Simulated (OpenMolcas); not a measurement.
**Br²⁺: multiconfigurational calculation**

Br²⁺. Computed at this level: state-averaged SS-CASPT2, IPEA shift 0.2, imaginary shift 0.5 hartree, closed shells 3s 3p 3d 4s correlated, active space 3 electrons in the shell 4p, basis ANO-R3, X2C scalar Hamiltonian, spin-orbit coupling by RASSI with atomic mean-field integrals (OpenMolcas).

### Results in brief

- outcome: converged
- lowest level: 4p³ ⁴S°₃/₂
- first excited level: 4p³ ²D°₃/₂, 15,627 cm⁻¹
- energy of the lowest spin-free term: −2604.29587 hartree
- energy of the lowest spin-orbit level: −2604.29733 hartree
- CASPT2 correlation energy: −0.9347 hartree
- largest spread among components of a term: 90.1 cm⁻¹
- lowest reference weight: 0.926
- hardware: 1 thread of Intel Xeon @ 2.90GHz (Ice Lake), 128 GiB of memory available, shared host
- wall time: 4 s

### Remarks

The components of ²D°, which symmetry makes degenerate, are split by 90 cm⁻¹ in CASPT2. This is an artefact; the levels of such states rest on averages and are uncertain by about as much. To bear in mind: closed s shell leaves the highest p terms too high; only configurations of the active space are included.

### Input file
```
&GATEWAY
Coord
1

Br 0.0 0.0 0.0
Basis=ANO-R3
Group=XYZ
NoMove
AngMom=0.0 0.0 0.0
AMFI
&SEWARD
&RASSCF
FileOrb=start.orb
Symmetry=2
Spin=4
nActEl=3 0 0
Inactive=9 6
Ras2=0 3
CIRoot=1 1 1
SDav=1
CIMx=300
Iter=120 100
PrWF=0.3
OrbListing=Nothing
MaxOrb=0
Atom
>>> COPY $Project.JobIph JOB001
&RASSCF
FileOrb=start.orb
Symmetry=2
Spin=2
nActEl=3 0 0
Inactive=9 6
Ras2=0 3
CIRoot=8 8 1
SDav=8
CIMx=300
Iter=120 100
PrWF=0.3
OrbListing=Nothing
MaxOrb=0
Atom
CIOnly
>>> COPY $Project.JobIph JOB002
&RASSI
NrOfJobIphs=2 1 8
1
1 2 3 4 5 6 7 8
IphNames
JOB001
JOB002
EJob
SpinOrbit
DIPRint=1.0
SOCoupling=1000.0
Subsets=2
MEES
Property=10
'ANGMOM' 1 'ANGMOM' 2 'ANGMOM' 3 'MLTPL  1' 1 'MLTPL  1' 2 'MLTPL  1' 3
'AMFI' 1 'AMFI' 2 'AMFI' 3 'MLTPL  2' 6
SOProperty=3
'ANGMOM' 1 'ANGMOM' 2 'ANGMOM' 3
>>> COPY JOB001 $Project.JobIph
&CASPT2
Multistate=1 1
Frozen=2 3
IPEA=0.2
Imaginary=0.5
MaxIter=60
WThr=0.0 0.3 0.05
PrWF=0.5
NoMix
>>> COPY JOB002 $Project.JobIph
&CASPT2
Multistate=8 1 2 3 4 5 6 7 8
NoMult
Frozen=2 3
IPEA=0.2
Imaginary=0.5
MaxIter=60
WThr=0.0 0.3 0.05
PrWF=0.5
NoMix
```

The file start.orb holds starting orbitals from an earlier step. A driver script formed the levels outside the program, from RASSI's spin-orbit matrix and the CASPT2 energies (for multi-state variants, the effective Hamiltonian), averaged over the components of each term or state. The log and the time are those of the CASPT2 step.

Command:
```bash
OMP_NUM_THREADS=1 MOLCAS_MEM=2252 MOLCAS_PROJECT=a pymolcas a.inp > a.log  # once for each step of the input, in one work folder
```

### The program's output (extracts)
```
--- CASPT2 ---
Orbital specifications:
      -----------------------

      Symmetry species                           1   2
                                                ag  au
      Frozen orbitals                            2   3
      Inactive orbitals                          7   3
      Active orbitals                            0   3
      Secondary orbitals                        41  37
      Deleted orbitals                           0   0
      Number of basis functions                 50  46
Type of calculation                        SS-CASPT2
      Fock operator                              state-specific
      IPEA shift                                 0.20
      Real shift                                 0.00
      Imaginary shift                            0.50
      The input orbitals will be transformed to quasi-canonical
Reference energy:       -2603.3612115957
      E2 (Non-variational):      -0.9309489117
      Shift correction:          -0.0037110424
      E2 (Variational):          -0.9346599541
      Total energy:           -2604.2958715497
      Residual norm:              0.0000002750
      Reference weight:           0.93615
      Contributions to the CASPT2 correlation energy
      Active & Virtual Only:         -0.0189977919
      One Inactive Excited:          -0.1218626887
      Two Inactive Excited:          -0.7900884311
::    CASPT2 Root  1     Total energy:  -2604.29587155
--- CASPT2 ---
Orbital specifications:
      -----------------------

      Symmetry species                           1   2
                                                ag  au
      Frozen orbitals                            2   3
      Inactive orbitals                          7   3
      Active orbitals                            0   3
      Secondary orbitals                        41  37
      Deleted orbitals                           0   0
      Number of basis functions                 50  46
Type of calculation                        SS-CASPT2
      Fock operator                              state-specific
      IPEA shift                                 0.20
      Real shift                                 0.00
      Imaginary shift                            0.50
      The input orbitals will be transformed to quasi-canonical
Reference energy:       -2603.2677418336
      E2 (Non-variational):      -0.9498309704
      Shift correction:          -0.0048650038
      E2 (Variational):          -0.9546959742
      Total energy:           -2604.2224378078
      Residual norm:              0.0000003093
      Reference weight:           0.92914
      Contributions to the CASPT2 correlation energy
      Active & Virtual Only:         -0.0322552036
      One Inactive Excited:          -0.1269920356
      Two Inactive Excited:          -0.7905837312
Reference energy:       -2603.2677418336
      E2 (Non-variational):      -0.9498212384
      Shift correction:          -0.0048516552
      E2 (Variational):          -0.9546728936
      Total energy:           -2604.2224147272
      Residual norm:              0.0000003100
      Reference weight:           0.92917
      Contributions to the CASPT2 correlation energy
      Active & Virtual Only:         -0.0322569003
      One Inactive Excited:          -0.1269802659
      Two Inactive Excited:          -0.7905840722
::    CASPT2 Root  1     Total energy:  -2604.22243781
::    CASPT2 Root  2     Total energy:  -2604.22241473
::    CASPT2 Root  3     Total energy:  -2604.22205398
::    CASPT2 Root  4     Total energy:  -2604.22246453
::    CASPT2 Root  5     Total energy:  -2604.22207895
::    CASPT2 Root  6     Total energy:  -2604.16936896
::    CASPT2 Root  7     Total energy:  -2604.16947568
::    CASPT2 Root  8     Total energy:  -2604.16957087
```

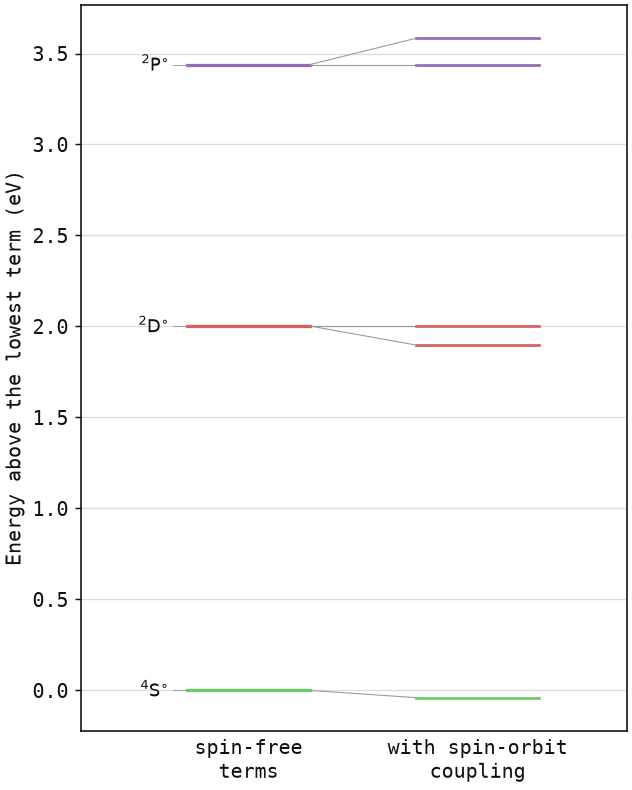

Figure 1. Terms of Br III (Br²⁺) without and with spin-orbit coupling; the J values are left off. ⁴S° (at 0) gives the one level J = 3/2; ²D° (at 2.00 eV) splits over 0.104 eV into J = 3/2, 5/2 from the bottom up (normal); ²P° (at 3.44 eV) splits over 0.144 eV into J = 1/2, 3/2 from the bottom up (normal). The ground level lies 0.0397 eV below the lowest term.

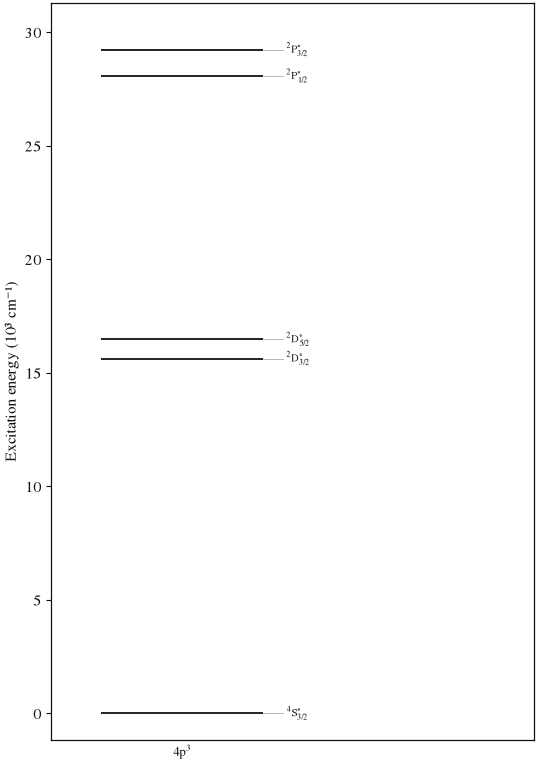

Figure 2. Level diagram of Br²⁺ (bromine, Z = 35). The lowest level is 4p³ ⁴S°₃/₂. The first excited level, 4p³ ²D°₃/₂, lies at 15,600 cm⁻¹. All levels drawn have odd parity, so no electric dipole line joins them. The leading LS term holds 97 % of a level on average. The ground level has g = 1.994. Spin-orbit coupling puts the ground level 320 cm⁻¹ below the lowest spin-free term.

| Configuration | Level | E (cm⁻¹) | LS purity (%) |
| --- | --- | --- | --- |
| 4p³ | ⁴S°₃/₂ | 0 | 99 |
| 4p³ | ²D°₃/₂ | 15,630 | 94 |
| 4p³ | ²D°₅/₂ | 16,470 | 100 |
| 4p³ | ²P°₁/₂ | 28,060 | 100 |
| 4p³ | ²P°₃/₂ | 29,220 | 93 |
